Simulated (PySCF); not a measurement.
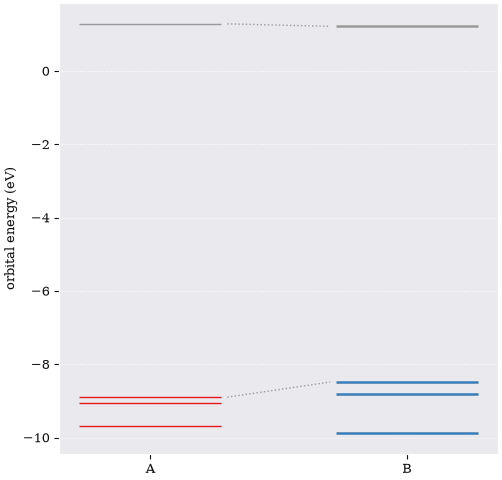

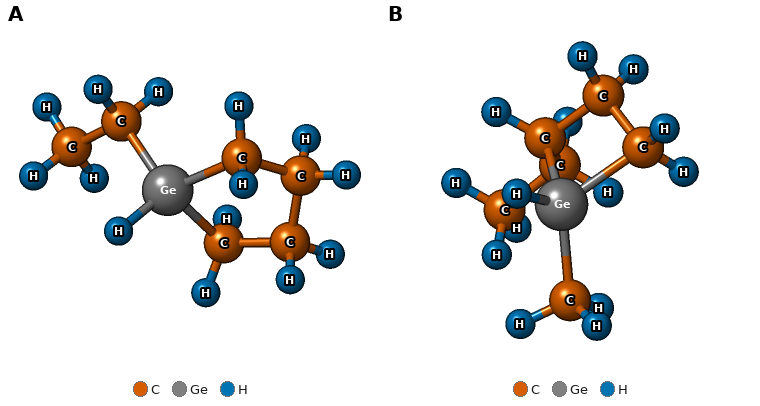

Related molecules: A is C₆H₁₄Ge, SMILES C[CH2][GeH]1[CH2]CC[CH2]1, singlet; B is C₆H₁₄Ge, SMILES CC[C@@H]1C[CH2][Ge@@H]1[CH3], singlet. Frontier orbital energies, CAM-B3LYP/def2-SVPD with PySCF 2.14.0, at a PBE0-D3(BJ)/def2-SVP geometry (no frequency check); drawn are at most three filled levels and, in grey, the LUMO with any level within 0.03 eV of it; dotted lines join the HOMOs and the LUMOs.

What does the change do to the frontier levels?

Answer. From A to B the HOMO rises by 0.41 eV and the LUMO falls by 0.07 eV, so the separation goes from 10.19 to 9.70 eV.

Does the ΔSCF ionisation energy follow the HOMO?

Answer. A: −ε(HOMO) 8.90, ΔSCF 9.56 eV; B: −ε(HOMO) 8.49, ΔSCF 9.10 eV.

Limits of at least one run: empty levels above zero depend strongly on the basis; one conformer of a flexible molecule.
